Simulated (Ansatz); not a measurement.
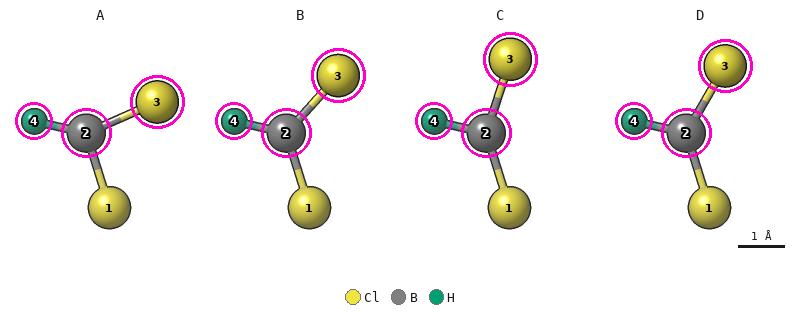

A scan of BHCl$_{2}$: the Cl3–B2–H4 angle is varied, with the rest of the molecule carried along rigidly. A ball-and-stick model, seen onto the plane of the angle. The ringed atoms are those of the scanned coordinate.

Computed with Ansatz: wB97M-V, basis def2-TZVPP, on geometries moved rigidly from the minimum at PBE0-D4/def2-TZVP. Energies are counted from the PBE0-D4/def2-TZVP minimum geometry at the same level.

### Rank the frames from lowest to highest energy.

Lowest first: B (the angle 119.7°, 0.000 eV), D (the angle 107.7°, 0.166 eV), C (the angle 95.7°, 0.660 eV), A (the angle 143.7°, 0.858 eV). Over the whole scan: the lowest computed point lies at the angle 119.7° (0.000 eV). At the ends of the scan the energy is 0.660 eV (95.7°) and 0.858 eV (143.7°). The curvature at the lowest point is about 8 eV/rad².
